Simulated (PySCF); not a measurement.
**C3H5AlF− (SMILES C#[C][AlH2-][CH2]F): levels of theory compared**

We compute a comparison of 6 runs (HF/3-21G, B3LYP/3-21G, B3LYP/6-31G*, PBE0/cc-pVDZ, PBE0/def2-SVP, MP2/pcseg-1) of C3H5AlF−. 

Program for the calculation: PySCF 2.14.0.

### 1 The structure to begin with

C3H5AlF− has 10 atoms, charge -1, and is taken as a singlet. SMILES: `C#[C][AlH2-][CH2]F`. Geometry: a GFN2-xTB relaxation, a rough one for these elements and not checked as a minimum. This is one conformer, not always the lowest.

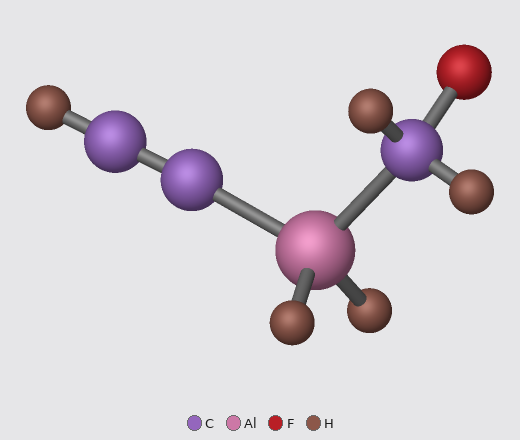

The structure, seen from a chosen angle (carbon purple, aluminium pink, fluorine red, hydrogen brown).

### 2 Energy and gradient at HF/3-21G (run 1)

Input file calc.py:

```python
import pyscf.grad
from pyscf import gto

mol = gto.M(
    atom='''
C       -2.437090      -0.661790       1.318180
C       -1.356360      -0.671970       0.771380
Al       0.440170      -0.788670      -0.101110
C        1.054670       1.081980      -0.748460
F        0.457910       1.819290      -1.801490
H       -3.385520      -0.647350       1.792810
H        0.470850      -1.861630      -1.286790
H        1.606150      -1.092810       0.973460
H        1.023840       1.779800       0.111960
H        2.125370       1.043150      -1.029960
''',
    basis='3-21g',
    verbose=4,
    max_memory=1860,
    spin=0,
    charge=-1,
)

calc0 = mol.RHF()
calc0.conv_tol = 1e-10
calc0.kernel()
if not calc0.converged:
    calc0 = calc0.newton().run(calc0.mo_coeff, calc0.mo_occ)

e_tot = calc0.e_tot
print(f'total energy: {e_tot:.8f} hartree')
grad = calc0.Gradients().kernel()
calc0.analyze()
```

Launch:

```
$ OMP_NUM_THREADS=1 python calc.py
```

Log:

```text
PySCF version 2.14.0

[... 82 lines left out ...]
Total Energy =                        -455.320166554751381
[... 9 lines left out ...]
MO #3   energy= -11.029956182051   occ= 2
[... 7 lines left out ...]
MO #11  energy= -0.842924470515247 occ= 2
[... 7 lines left out ...]
MO #19  energy= -0.27885405336469  occ= 2
[... 7 lines left out ...]
MO #27  energy= 0.41351171100388   occ= 0
[... 7 lines left out ...]
MO #35  energy= 0.650150899589451  occ= 0
[... 7 lines left out ...]
MO #43  energy= 1.28190348359719   occ= 0
[... 7 lines left out ...]
MO #51  energy= 1.618456902211     occ= 0
[... 7 lines left out ...]
MO #59  energy= 4.15483639048099   occ= 0
[... 73 lines left out ...]
WARN: System has nonzero charge -1; the dipole moment is origin-dependent.
Location of origin: [0. 0. 0.]

Dipole moment(X, Y, Z, Debye): -0.79577,  1.53245,  1.82353
```

Wall time 2 s (1 thread of Intel Xeon at 2.70GHz, shared host); peak memory 0.13 GiB.

### 3 Energy and gradient at B3LYP/3-21G (run 2)

Input file geometry.xyz:

```xyz
10
C3H5AlF
C     -2.437090    -0.661790     1.318180
C     -1.356360    -0.671970     0.771380
Al     0.440170    -0.788670    -0.101110
C      1.054670     1.081980    -0.748460
F      0.457910     1.819290    -1.801490
H     -3.385520    -0.647350     1.792810
H      0.470850    -1.861630    -1.286790
H      1.606150    -1.092810     0.973460
H      1.023840     1.779800     0.111960
H      2.125370     1.043150    -1.029960
```

Input file job.py:

```python
# C#[C][AlH2-][CH2]F
from pyscf import gto, dft

system = gto.Mole()
system.atom = 'geometry.xyz'
system.max_memory = 1860
system.verbose = 4
system.spin = 0
system.charge = -1
system.basis = '3-21g'
system.build()

calc0 = dft.RKS(system)
calc0.xc = 'b3lyp'
calc0.conv_tol = 1e-10
calc0.grids.level = 5
calc0.kernel()
if not calc0.converged:
    calc0 = calc0.newton().run(calc0.mo_coeff, calc0.mo_occ)

e_tot = calc0.e_tot
print(f'total energy: {e_tot:.8f} hartree')
grad = calc0.nuc_grad_method().kernel()
dip = calc0.dip_moment()
pop, q = calc0.mulliken_pop()
```

Launch:

```
$ OMP_NUM_THREADS=1 python job.py
```

Log:

```text
PySCF version 2.14.0

[... 78 lines left out ...]
converged SCF energy = -457.059338950615
total energy: -457.05933895 hartree
[... 13 lines left out ...]
WARN: System has nonzero charge -1; the dipole moment is origin-dependent.
[... 2 lines left out ...]
Dipole moment(X, Y, Z, Debye): -0.68034,  1.93852,  1.38701
[... 70 lines left out ...]
charge of    9H =      0.11162
```

It took 18 s on 1 thread of Intel Xeon at 2.70GHz, shared host; peak memory 0.6 GiB.

Runs 3 to 5 aren't shown in full; the table further down has their settings and results.

### 4 Energy and gradient at MP2/pcseg-1 (run 6)

Input file calc.py:

```python
from pyscf import gto, scf, mp

molecule = gto.M(
    atom=[
    ('C', (-2.437090, -0.661790, 1.318180)),
    ('C', (-1.356360, -0.671970, 0.771380)),
    ('Al', (0.440170, -0.788670, -0.101110)),
    ('C', (1.054670, 1.081980, -0.748460)),
    ('F', (0.457910, 1.819290, -1.801490)),
    ('H', (-3.385520, -0.647350, 1.792810)),
    ('H', (0.470850, -1.861630, -1.286790)),
    ('H', (1.606150, -1.092810, 0.973460)),
    ('H', (1.023840, 1.779800, 0.111960)),
    ('H', (2.125370, 1.043150, -1.029960)),
],
    spin=0,
    verbose=4,
    max_memory=1860,
    charge=-1,
    basis='pcseg-1',
)

hf = scf.RHF(molecule)
hf.conv_tol = 1e-10
hf.kernel()
if not hf.converged:
    hf = hf.newton().run(hf.mo_coeff, hf.mo_occ)

pt = mp.MP2(hf, frozen=9).run()
e_final = pt.e_tot
print('E(%s) = %.9f' % ('MP2', e_final))
grad = pt.nuc_grad_method().kernel()
hf.analyze()
```

Launch:

```
$ OMP_NUM_THREADS=1 python calc.py
```

Log:

```text
PySCF version 2.14.0

[... 87 lines left out ...]
Total Energy =                        -457.752252258701105
[... 14 lines left out ...]
MO #8   energy= -2.98735640293629  occ= 2
[... 12 lines left out ...]
MO #21  energy= -0.24063332479233  occ= 2
[... 12 lines left out ...]
MO #34  energy= 0.474192681917436  occ= 0
[... 12 lines left out ...]
MO #47  energy= 1.00479818909078   occ= 0
[... 12 lines left out ...]
MO #60  energy= 1.57910200985319   occ= 0
[... 12 lines left out ...]
MO #73  energy= 2.40771411076225   occ= 0
[... 12 lines left out ...]
MO #86  energy= 2.82622001546838   occ= 0
[... 12 lines left out ...]
MO #99  energy= 4.30185146957706   occ= 0
[... 113 lines left out ...]
WARN: System has nonzero charge -1; the dipole moment is origin-dependent.
Location of origin: [0. 0. 0.]

Dipole moment(X, Y, Z, Debye): -0.68823,  1.46692,  1.85323
```

Wall time 25 s (1 thread of Intel Xeon at 2.70GHz, shared host); peak memory 0.71 GiB.

### 5 All runs side by side

```
run                               level  integration grid  Cartesian functions  energy (Eh)  HOMO energy (eV)  LUMO energy (eV)  HOMO–LUMO gap (eV)  wall time
  1                            HF/3-21G                 –                   no  -455.320167             -5.22              8.53               13.75        2 s
  2                         B3LYP/3-21G                 5                   no  -457.059339             -1.45              5.36                6.81       18 s
  3  B3LYP/6-31G* (Cartesian functions)                 5                  yes  -459.565889             -1.67              5.13                6.80       35 s
  4                        PBE0/cc-pVDZ                 5                   no  -459.208624             -2.07              5.15                7.23       46 s
  5                       PBE0/def2-SVP                 5                   no  -458.963650             -2.14              5.11                7.25       41 s
  6                         MP2/pcseg-1                 –                   no  -458.398586             -5.63              7.35               12.98       25 s
```

### 6 Outcome

```
                                                    quantity          value
                                         run 6: total energy  -458.39859 Eh
                  run 6: HOMO energy (Hartree–Fock orbitals)       -5.63 eV
                  run 6: LUMO energy (Hartree–Fock orbitals)        7.35 eV
run 6: HOMO–LUMO gap (to an unbound level, set by the basis)       12.98 eV
          run 6: correlation energy (9 core orbitals frozen)     -646.3 mEh
                             run 6: largest force on an atom     2.602 eV/Å
```

**Reading.** Over runs 1, 2, 3, 4, 5 the HOMO–LUMO gap runs from 6.80 eV (B3LYP/6-31G*) to 13.75 eV (HF/3-21G). The two ends differ in method and basis. The empty levels of an anion lie above zero and hang on the basis. Totals of different functionals can't be ranked against each other. All runs together took 2.8 min, the longest 46 s.
